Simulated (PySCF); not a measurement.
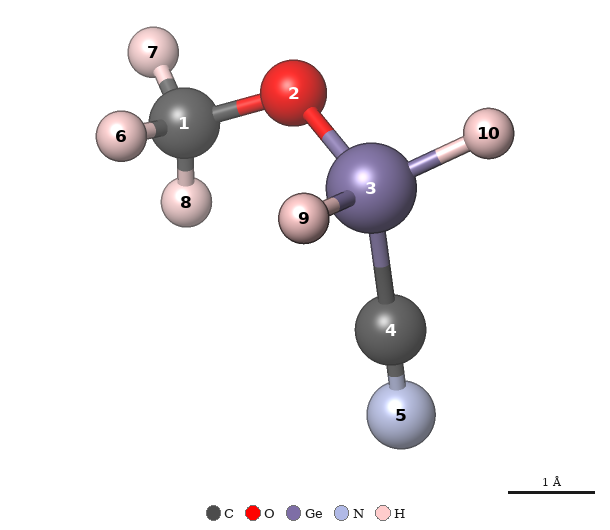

Orthographic view. Depth is shown by fading: the farther an atom, the more it takes the colour of the background. The geometry was computed by an optimisation with PBE0-D3(BJ)/def2-SVP. No frequency run is at hand to confirm it as a minimum.

Write a Z-matrix (Å, degrees) in the order of the atom numbers, with these reference atoms: 2 to 1; 3 to 2, 1; 4 to 3, 2, 1; 5 to 4, 2, 1; 6 to 1, 2, 3; 7 to 1, 6, 2; 8 to 1, 7, 6; 9 to 3, 2, 1; 10 to 3, 9, 2.

```
C  
O    1   1.405
Ge   2   1.765   1   120.7
C    3   1.935   2   107.2   1    58.1
N    4   1.159   2   145.2   1    46.5
H    1   1.107   2   112.4   3    62.2
H    1   1.100   6   107.9   2  -119.0
H    1   1.106   7   107.9   6   116.6
H    3   1.535   2   111.5   1   -58.2
H    3   1.524   9   115.6   2   121.9
```
